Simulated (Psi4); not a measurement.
# [GePH4]− (SMILES [PH2][GeH2-]): revPBE/def2-TZVP

What is the vertical ionisation energy of [GePH4]− at revPBE/def2-TZVP? 

The results are computed with Psi4 1.11.

1 further run of the same task is left out (set aside as unsound or not needed).

## (1) The structure to begin with

The species is [GePH4]− (6 atoms), meant as a singlet with charge -1. SMILES: `[PH2][GeH2-]`. The shape comes from GFN2-xTB, which is rough for such elements, and wasn't checked as a minimum. This is one conformer, not always the lowest.

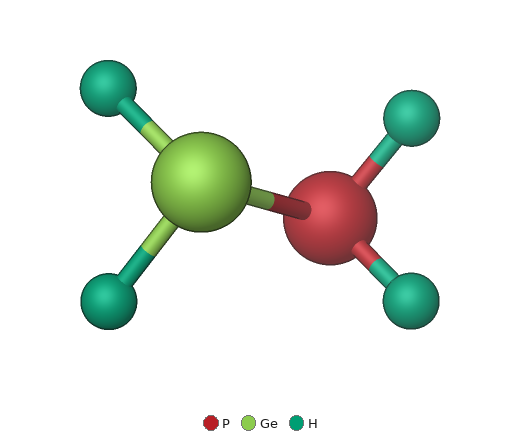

Viewed from a chosen angle; phosphorus red, germanium green, hydrogen teal.

## (2) Energy and forces at revPBE/def2-TZVP

geh4p.xyz reads:

```xyz
6
GeH4P
P     -0.720450    -0.896490    -0.032470
Ge     0.869730     0.846830     0.028390
H     -0.086520    -1.653140     0.936400
H     -0.067380    -1.604580    -1.025200
H      0.009790     1.687950    -1.097840
H     -0.005170     1.619430     1.190720
```

geh4p.py reads:

```python
import psi4

psi4.set_memory('1600 MB')
psi4.set_num_threads(1)
psi4.core.set_output_file('geh4p.out', False)

with open('geh4p.xyz') as f:
    atoms = ''.join(f.readlines()[2:])
mol = psi4.geometry('-1 1\n' + atoms + 'symmetry c1')

psi4.set_options({
    'basis': 'def2-TZVP',
    'puream': True,
    'e_convergence': 1e-09,
    'd_convergence': 1e-08,
    'scf_type': 'pk',
    'dft_radial_points': 99,
    'dft_spherical_points': 590,
})

e_tot, wfn = psi4.gradient("REVPBE", return_wfn=True)
psi4.oeprop(wfn, "WIBERG_LOWDIN_INDICES", "MULLIKEN_CHARGES", "QUADRUPOLE", title="REVPBE")
print('gradient / Eh bohr^-1')
print(e_tot.np.round(6))
print(f'energy = {wfn.energy():.10f} Eh')
```

On the command line:

```bash
$ python geh4p.py
```

geh4p.out:

```text
[...]
  Running in c1 symmetry.
[...]
  Nuclear repulsion =  158.212500119900142
[...]
  Multiplicity = 1
[...]
  Nalpha       = 26
  Nbeta        = 26
[...]
    Number of basis functions: 109
[...]
   @RKS iter   1: -2418.36432511412750   -1.11696e+00   3.11168e-02 ADIIS/DIIS
[...]
   @RKS iter  13: -2420.56137356975250   -6.59384e-11   9.15795e-09 DIIS
[...]
    Orbital Energies [Eh]
    ---------------------
    Doubly Occupied:
       1A   -396.832897     2A    -76.098927     3A    -48.917263
       4A    -43.522708     5A    -43.522383     6A    -43.521287
       7A     -6.094242     8A     -5.720876     9A     -4.305968
      10A     -4.303701    11A     -4.300761    12A     -3.935582
      13A     -3.934361    14A     -3.930827    15A     -0.839275
      16A     -0.838685    17A     -0.835926    18A     -0.835770
      19A     -0.833871    20A     -0.385171    21A     -0.236062
      22A     -0.158994    23A     -0.078070    24A     -0.052800
      25A     -0.041720    26A      0.027327
[...]
  @RKS Final Energy: -2420.56137356975250
   => Energetics <=
    Nuclear Repulsion Energy =            158.2125001199001417
    One-Electron Energy =               -3696.4307480150191623
    Two-Electron Energy =                1221.3735369806704512
    DFT Exchange-Correlation Energy =    -103.7166626553039492
    Empirical Dispersion Energy =           0.0000000000000000
    VV10 Nonlocal Energy =                  0.0000000000000000
    Total Energy =                      -2420.5613735697525044
[...]
  -Total Gradient:
     Atom            X                  Y                   Z
    ------   -----------------  -----------------  -----------------
       1        0.031575561292    -0.010239325037     0.000083513385
       2       -0.007831790428    -0.019972751136    -0.000538276507
       3       -0.009283494999     0.014441433659    -0.017648746155
       4       -0.009624407346     0.013521499132     0.018139867261
       5       -0.002451863626     0.001142541366     0.000130395577
       6       -0.002384705285     0.001105525372    -0.000166738938
[...]
 Multipole Moments:
 ------------------------------------------------------------------------------------
     Multipole            Electronic (a.u.)      Nuclear  (a.u.)        Total (a.u.)
 ------------------------------------------------------------------------------------
 L = 1.  Multiply by 2.5417464519 to convert [e a0] to [Debye]
 Dipole X            :          5.6037862           -5.1171358            0.4866504
 Dipole Y            :          4.6630867           -4.9712526           -0.3081659
 Dipole Z            :          0.1619549           -0.1665233           -0.0045684
 Magnitude           :                                                    0.5760345
 L = 2.  Multiply by 1.3450342976 to convert [e a0^2] to [Debye ang]
 Quadrupole XX       :       -129.9094756           94.8601873          -35.0492883
 Quadrupole XY       :       -106.8034885          103.9968534           -2.8066351
[...]
  Mulliken Charges: (a.u.)
   Center  Symbol    Alpha    Beta     Spin     Total
       1     P     7.70926  7.70926  0.00000 -0.41852
       2    GE    16.12740 16.12740  0.00000 -0.25479
       3     H     0.49232  0.49232  0.00000  0.01535
       4     H     0.49243  0.49243  0.00000  0.01515
       5     H     0.58938  0.58938  0.00000 -0.17876
       6     H     0.58922  0.58922  0.00000 -0.17843
   Total alpha = 26.00000, Total beta = 26.00000, Total charge = -1.00000
  Wiberg Bond Indices using Orthogonal Lowdin Orbitals:
[...]
```

On the terminal:

```text
gradient / Eh bohr^-1
[[ 3.1576e-02 -1.0239e-02  8.4000e-05]
 [-7.8320e-03 -1.9973e-02 -5.3800e-04]
 [-9.2830e-03  1.4441e-02 -1.7649e-02]
 [-9.6240e-03  1.3521e-02  1.8140e-02]
 [-2.4520e-03  1.1430e-03  1.3000e-04]
 [-2.3850e-03  1.1060e-03 -1.6700e-04]]
energy = -2420.5613735698 Eh
```

It took 20 s on 1 thread of Intel Xeon 6975P-C (Granite Rapids), shared host; peak memory 0.6 GiB.

## (3) Doublet neutral GePH4

job.json reads:

```json
{
  "schema_name": "qcschema_input",
  "schema_version": 1,
  "molecule": {
    "schema_name": "qcschema_molecule",
    "schema_version": 2,
    "symbols": ["P", "Ge", "H", "H", "H", "H"],
    "geometry": [-1.36145319, -1.69412057, -0.06135941, 1.6435515, 1.60027677, 0.05364932, -0.1634991, -3.12398185, 1.76953954, -0.12732975, -3.03221675, -1.93734722, 0.01850042, 3.18976321, -2.07461693, -0.00976988, 3.06027918, 2.25013469],
    "molecular_charge": 0,
    "molecular_multiplicity": 2,
    "fix_symmetry": "c1",
    "fix_com": true,
    "fix_orientation": true
  },
  "driver": "gradient",
  "model": {
    "method": "revpbe",
    "basis": "def2-TZVP"
  },
  "keywords": {
    "reference": "uks",
    "puream": true,
    "e_convergence": 1e-09,
    "d_convergence": 1e-08,
    "scf_type": "pk",
    "dft_radial_points": 99,
    "dft_spherical_points": 590,
    "maxiter": 200,
    "scf_properties": ["DIPOLE", "MAYER_INDICES", "WIBERG_LOWDIN_INDICES"]
  }
}
```

On the command line:

```bash
$ psi4 --qcschema job.json -n 1 --memory 1600MB
```

stdout (excerpt; [...] marks lines left out):

```text
[...]
  Running in c1 symmetry.
[...]
  Nuclear repulsion =  158.212500299409697
[...]
  Multiplicity = 2
[...]
  Nalpha       = 26
  Nbeta        = 25
[...]
    Number of basis functions: 109
[...]
   @UKS iter   1: -2418.42763709745441   -1.18027e+00   3.06124e-02 ADIIS/DIIS
[...]
   @UKS iter  15: -2420.48640895332665    9.09495e-13   5.87464e-09 DIIS
[...]
   @S^2 Observed:                7.541487621E-01
[...]
  @UKS Final Energy: -2420.48640895332665
   => Energetics <=
    Nuclear Repulsion Energy =            158.2125002994096974
    One-Electron Energy =               -3684.4127418490770651
    Two-Electron Energy =                1209.1847606938754325
    DFT Exchange-Correlation Energy =    -103.4709280975348946
    Empirical Dispersion Energy =           0.0000000000000000
    VV10 Nonlocal Energy =                  0.0000000000000000
    Total Energy =                      -2420.4864089533266451
[...]
 Multipole Moments:
 ------------------------------------------------------------------------------------
     Multipole            Electronic (a.u.)      Nuclear  (a.u.)        Total (a.u.)
 ------------------------------------------------------------------------------------
 L = 1.  Multiply by 2.5417464519 to convert [e a0] to [Debye]
 Dipole X            :        -31.5625082           31.8897518            0.3272437
 Dipole Y            :        -26.2858156           25.8908919           -0.3949237
 Dipole Z            :         -0.8125021            0.8040972           -0.0084049
 Magnitude           :                                                    0.5129559
[...]
  -Total Gradient:
     Atom            X                  Y                   Z
    ------   -----------------  -----------------  -----------------
       1       -0.002596800888    -0.015275750952    -0.000333722538
       2        0.048138945049    -0.021250816117    -0.000206828049
       3       -0.003290478541     0.014622279730    -0.017809497427
       4       -0.003589967155     0.013693688565     0.018430837075
       5       -0.019369976730     0.004168655343    -0.001161884810
       6       -0.019293174740     0.004040902284     0.001081107365
[...]
```

The result, in JSON:

```text
{
 "driver": "gradient",
 "model": {
  "method": "revpbe",
  "basis": "def2-TZVP"
 },
 "success": true,
 "return_result": [-0.002596800888415074, -0.015275750951648598, -0.00033372253804466096, 0.048138945048533055, -0.0212508161174658, -0.00020682804921742524, -0.0032904785413909315, 0.014622279730402171, -0.017809497426723248, -0.003589967155049417, 0.01369368856485613, 0.018430837074716447, -0.019369976729887467, 0.004168655343132946, -0.001161884809977573, -0.019293174739868232, 0.004040902283560896, 0.00108110736477314],
 "properties": {
  "calcinfo_nbasis": 109,
  "calcinfo_nmo": 109,
  "calcinfo_nalpha": 26,
  "calcinfo_nbeta": 25,
  "calcinfo_natom": 6,
  "nuclear_repulsion_energy": 158.2125002994097,
  "return_energy": -2420.4864089533266,
  "return_gradient": [-0.002596800888415074, -0.015275750951648598, -0.00033372253804466096, 0.048138945048533055, -0.0212508161174658, -0.00020682804921742524, -0.0032904785413909315, 0.014622279730402171, -0.017809497426723248, -0.003589967155049417, 0.01369368856485613, 0.018430837074716447, -0.019369976729887467, 0.004168655343132946, -0.001161884809977573, -0.019293174739868232, 0.004040902283560896, 0.00108110736477314],
  "scf_one_electron_energy": -3684.412741849077,
  "scf_two_electron_energy": 1209.1847606938754,
  "scf_xc_energy": -103.4709280975349,
  "scf_dipole_moment": [0.3272436717842595, -0.3949237066350584, -0.008404883171160282],
  "scf_total_energy": -2420.4864089533266,
  "scf_total_gradient": [-0.002596800888415074, -0.015275750951648598, -0.00033372253804466096, 0.048138945048533055, -0.0212508161174658, -0.00020682804921742524, -0.0032904785413909315, 0.014622279730402171, -0.017809497426723248, -0.003589967155049417, 0.01369368856485613, 0.018430837074716447, -0.019369976729887467, 0.004168655343132946, -0.001161884809977573, -0.019293174739868232, 0.004040902283560896, 0.00108110736477314],
  "scf_iterations": 15
 }
}
```

Run time: 28 s. Hardware: 1 thread of Intel Xeon 6975P-C (Granite Rapids), shared host; peak memory 0.6 GiB.

## (4) Outcome

At revPBE/def2-TZVP:

```
                                                               quantity           value
                                         singlet [GePH4]−: total energy  -2420.56137 Eh
                                          singlet [GePH4]−: HOMO energy         0.74 eV
                                          singlet [GePH4]−: LUMO energy         4.77 eV
singlet [GePH4]−: HOMO–LUMO gap (to an unbound level, set by the basis)         4.02 eV
                             singlet [GePH4]−: largest force on an atom      1.707 eV/Å
                                    doublet neutral GePH4: total energy  -2420.48641 Eh
                                   doublet neutral GePH4: dipole moment          1.30 D
              doublet neutral GePH4: HOMO energy (highest over α and β)        -5.88 eV
               doublet neutral GePH4: LUMO energy (lowest over α and β)        -4.78 eV
                                            doublet neutral GePH4: ⟨S²⟩           0.754
                        doublet neutral GePH4: largest force on an atom      2.706 eV/Å
                    vertical detachment energy (to the doublet neutral)        2.040 eV
```

Removing an electron at fixed nuclei costs 2.04 eV (47 kcal/mol). The largest force (singlet [GePH4]−) is 1.71 eV/Å: the shape isn't a stationary point for this species at this level. −ε(HOMO) before ionisation, -0.74 eV, is 2.78 eV below this ionisation energy. The HOMO (singlet [GePH4]−) lies at positive energy, 0.74 eV, as semi-local functionals often give for anions; only total energies tell whether the electron is bound.
